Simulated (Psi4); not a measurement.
# CCSD/def2-TZVPPD run of BF (SMILES [B]F)

Aim: the energy change on altering one bond length of BF at CCSD/def2-TZVPPD, from 2 runs. 

Program for the calculation: Psi4 1.11.

## 1. Starting point

BF: 2 atoms, total charge 0, spin state singlet. SMILES: `[B]F`. The shape is that of a PBE0-D4/def2-TZVP optimisation.

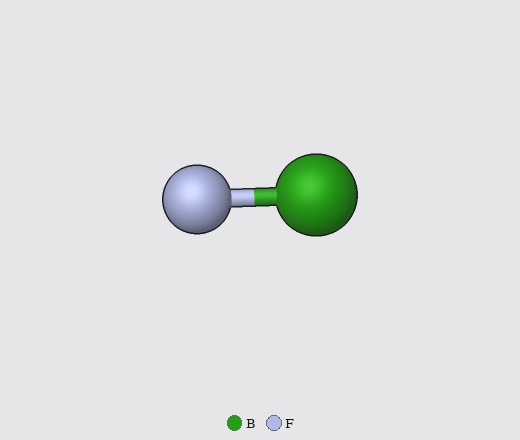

The structure, seen from a chosen angle (boron green, fluorine light blue).

## 2. The energy at CCSD/def2-TZVPPD

job.json

```json
{
 "schema_name": "qcschema_input",
 "schema_version": 1,
 "molecule": {
  "schema_name": "qcschema_molecule",
  "schema_version": 2,
  "symbols": ["B", "F"],
  "geometry": [0.0, 0.0, -0.01766894, 0.0, 0.0, 2.36922523],
  "molecular_charge": 0,
  "molecular_multiplicity": 1,
  "fix_symmetry": "c1"
 },
 "driver": "energy",
 "model": {
  "method": "ccsd",
  "basis": "def2-TZVPPD"
 },
 "keywords": {
  "reference": "rhf",
  "puream": true,
  "e_convergence": 1e-09,
  "d_convergence": 1e-08,
  "scf_type": "pk",
  "num_frozen_docc": 2
 }
}
```

On the command line:

```bash
$ psi4 --qcschema job.json -n 1 --memory 2200MB
```

stdout:

```text
[...]
  Running in c1 symmetry.
[...]
  Nuclear repulsion =   18.852951490513714
[...]
  Multiplicity = 1
[...]
  Nalpha       = 7
  Nbeta        = 7
[...]
    Number of basis functions: 77
[...]
   @RHF iter   1:  -124.14325983976173   -7.41448e-01   3.24398e-03 ADIIS/DIIS
[...]
   @RHF iter   9:  -124.16242512049473   -1.11839e-11   3.87460e-09 DIIS
[...]
    Orbital Energies [Eh]
    ---------------------
    Doubly Occupied:
       1A    -26.377976     2A     -7.710295     3A     -1.699628
       4A     -0.855053     5A     -0.745955     6A     -0.745955
       7A     -0.405065
[...]
  @RHF Final Energy:  -124.16242512049473
   => Energetics <=
    Nuclear Repulsion Energy =             18.8529514905137141
    One-Electron Energy =                -208.9509013867008207
    Two-Electron Energy =                  65.9355247756923859
    Total Energy =                       -124.1624251204947313
[...]
 Multipole Moments:
 ------------------------------------------------------------------------------------
     Multipole            Electronic (a.u.)      Nuclear  (a.u.)        Total (a.u.)
 ------------------------------------------------------------------------------------
 L = 1.  Multiply by 2.5417464519 to convert [e a0] to [Debye]
 Dipole X            :         -0.0000000            0.0000000           -0.0000000
 Dipole Y            :          0.0000000            0.0000000            0.0000000
 Dipole Z            :          0.0181231            0.3254674            0.3435906
 Magnitude           :                                                    0.3435906
[...]
      * MP2 total energy                      = -124.483817040006628
[...]
      * CCSD total energy                     = -124.496634939762870
[...]
```

The result, in JSON:

```text
{
 "driver": "energy",
 "model": {
  "method": "ccsd",
  "basis": "def2-TZVPPD"
 },
 "success": true,
 "return_result": -124.49663493976287,
 "properties": {
  "calcinfo_nbasis": 77,
  "calcinfo_nmo": 77,
  "calcinfo_nalpha": 7,
  "calcinfo_nbeta": 7,
  "calcinfo_natom": 2,
  "nuclear_repulsion_energy": 18.852951490513714,
  "return_energy": -124.49663493976287,
  "scf_one_electron_energy": -208.95090138670082,
  "scf_two_electron_energy": 65.93552477569239,
  "scf_dipole_moment": [-4.604397482230195e-11, 1.3458826233865947e-10, 0.3435905770254947],
  "scf_total_energy": -124.16242512049473,
  "scf_iterations": 9,
  "mp2_same_spin_correlation_energy": -0.0790214454107229,
  "mp2_opposite_spin_correlation_energy": -0.24237047410103899,
  "mp2_singles_energy": -3.1993194777123025e-26,
  "mp2_doubles_energy": -0.3213919195117619,
  "mp2_correlation_energy": -0.3213919195117619,
  "mp2_total_energy": -124.48381704000663,
  "ccsd_same_spin_correlation_energy": -0.07104732917355472,
  "ccsd_opposite_spin_correlation_energy": -0.26316249009446147,
  "ccsd_singles_energy": 0.0,
  "ccsd_doubles_energy": -0.3342098192680162,
  "ccsd_correlation_energy": -0.3342098192680164,
  "ccsd_total_energy": -124.49663493976287,
  "ccsd_iterations": 15
 }
}
```

Wall time 70 s (1 thread of Intel Xeon at 2.50GHz (Skylake/Cascade Lake), shared host); peak memory 0.57 GiB.

## 3. The distorted shape

bf.py

```python
import psi4

psi4.set_memory('2200 MB')
psi4.set_num_threads(1)
psi4.set_output_file('run.log', False)

molecule = psi4.geometry("""
0 1
B
F 1 1.4526
symmetry c1
""")

psi4.set_options({
    'basis': 'def2-TZVPPD',
    'puream': True,
    'e_convergence': 1e-09,
    'd_convergence': 1e-08,
    'scf_type': 'pk',
    'num_frozen_docc': 2,
})

result, w = psi4.energy("ccsd", molecule=molecule, return_wfn=True)
print(f'ccsd energy: {result:.10f} Eh')
for k, v in sorted(psi4.core.scalar_variables().items()):
    print(f'{k:45s} {v:18.10f}')
```

On the command line:

```bash
$ python bf.py
```

run.log:

```text
[...]
  Running in c1 symmetry.
[...]
  Nuclear repulsion =   16.393346055452295
[...]
  Multiplicity = 1
[...]
  Nalpha       = 7
  Nbeta        = 7
[...]
    Number of basis functions: 77
[...]
   @RHF iter   1:  -124.10044356090179   -8.98050e-01   3.97506e-03 DIIS/ADIIS
[...]
   @RHF iter   9:  -124.13458194671105   -3.39782e-11   7.90060e-09 DIIS
[...]
    Orbital Energies [Eh]
    ---------------------
    Doubly Occupied:
       1A    -26.330826     2A     -7.754451     3A     -1.608575
       4A     -0.775286     5A     -0.679011     6A     -0.679011
       7A     -0.430163
[...]
  @RHF Final Energy:  -124.13458194671105
   => Energetics <=
    Nuclear Repulsion Energy =             16.3933460554522945
    One-Electron Energy =                -204.5412076270771990
    Two-Electron Energy =                  64.0132796249138494
    Total Energy =                       -124.1345819467110516
[...]
 Multipole Moments:
 ------------------------------------------------------------------------------------
     Multipole            Electronic (a.u.)      Nuclear  (a.u.)        Total (a.u.)
 ------------------------------------------------------------------------------------
 L = 1.  Multiply by 2.5417464519 to convert [e a0] to [Debye]
 Dipole X            :         -0.0000000            0.0000000           -0.0000000
 Dipole Y            :         -0.0000000            0.0000000           -0.0000000
 Dipole Z            :         -0.4919959            0.3742995           -0.1176964
 Magnitude           :                                                    0.1176964
[...]
      * MP2 total energy                      = -124.463233072074246
[...]
      * CCSD total energy                     = -124.475828167543796
```

The script printed:

```text
ccsd energy: -124.4758281675 Eh
CC D1 DIAGNOSTIC                                    0.0389905175
CC D2 DIAGNOSTIC                                    0.2418809788
CC NEW D1 DIAGNOSTIC                                0.0389905175
CC T1 DIAGNOSTIC                                    0.0198148985
CCSD CORRELATION ENERGY                            -0.3412462208
CCSD DOUBLES ENERGY                                -0.3412462208
CCSD ITERATIONS                                    17.0000000000
CCSD OPPOSITE-SPIN CORRELATION ENERGY              -0.2697489488
CCSD SAME-SPIN CORRELATION ENERGY                  -0.0714972720
CCSD SINGLES ENERGY                                 0.0000000000
CCSD TOTAL ENERGY                                -124.4758281675
CURRENT CORRELATION ENERGY                         -0.3412462208
CURRENT ENERGY                                   -124.4758281675
CURRENT REFERENCE ENERGY                         -124.1345819467
DD SOLVATION ENERGY                                 0.0000000000
HF KINETIC ENERGY                                 123.7870515672
HF POTENTIAL ENERGY                              -247.9216335139
HF TOTAL ENERGY                                  -124.1345819467
HF VIRIAL RATIO                                     2.0028074857
MP2 CORRELATION ENERGY                             -0.3286511254
MP2 DOUBLES ENERGY                                 -0.3286511254
MP2 OPPOSITE-SPIN CORRELATION ENERGY               -0.2479473343
MP2 SAME-SPIN CORRELATION ENERGY                   -0.0807037911
MP2 SINGLES ENERGY                                 -0.0000000000
MP2 TOTAL ENERGY                                 -124.4632330721
NUCLEAR REPULSION ENERGY                           16.3933460555
ONE-ELECTRON ENERGY                              -204.5412076271
PCM POLARIZATION ENERGY                             0.0000000000
PE ENERGY                                           0.0000000000
SCF ITERATION ENERGY                             -124.1345819467
SCF ITERATIONS                                      9.0000000000
SCF TOTAL ENERGY                                 -124.1345819467
TWO-ELECTRON ENERGY                                64.0132796249
```

Run time: 76 s. Hardware: 1 thread of Intel Xeon at 2.50GHz (Skylake/Cascade Lake), shared host; peak memory 0.57 GiB.

## 4. What came out

Level: CCSD/def2-TZVPPD, 2 core orbitals frozen.

| quantity | value |
| --- | --- |
| first shape: total energy | -124.49663 Eh |
| first shape: HOMO energy (Hartree–Fock orbitals) | -11.02 eV |
| first shape: LUMO energy (Hartree–Fock orbitals) | 1.57 eV |
| first shape: HOMO–LUMO gap (Hartree–Fock orbitals) | 12.60 eV |
| first shape: correlation energy (2 core orbitals frozen) | -334.2 mEh |
| first shape: T1 diagnostic | 0.016 |
| distorted shape: total energy | -124.47583 Eh |
| distorted shape: HOMO energy (Hartree–Fock orbitals) | -11.71 eV |
| distorted shape: LUMO energy (Hartree–Fock orbitals) | 1.56 eV |
| distorted shape: HOMO–LUMO gap (Hartree–Fock orbitals) | 13.26 eV |
| distorted shape: correlation energy (2 core orbitals frozen) | -341.2 mEh |
| distorted shape: T1 diagnostic | 0.020 |
| energy change with the B1–F2 bond stretched from 1.263 to 1.453 Å | 0.566 eV |

What this shows: With the B1–F2 bond stretched from 1.263 to 1.453 Å the energy rises by 0.57 eV (13.1 kcal/mol). The first shape isn't relaxed at this level, so the change isn't measured from a minimum.
